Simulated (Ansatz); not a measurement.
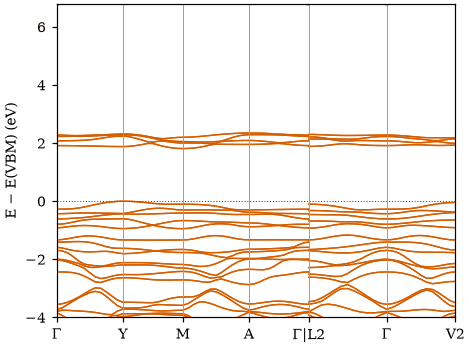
Figure: Band structure from the program Ansatz at the r²SCAN+D4 with spin–orbit coupling level (PAW)

The gap is 1.79 eV; an edge lies off the plotted path or next to a special point (maximum at Y, minimum off the standard path).

The material is RhCl3 in space group C2/m (No. 12; Rh on 4g, Cl on 8j, Cl on 4i).

The first step of the workflow began from a Materials Project structure, measured or hypothetical; the Crystallography Open Database files this formula in space group No. 12, but the cells were not matched. Whether it is the stable phase at ambient conditions was not checked. Symmetry was held in the r²SCAN+D4 relaxation; whether a distortion lowers the energy is not shown. The run is not spin-polarised.

Potentials: the later of the program's two PAW sets.
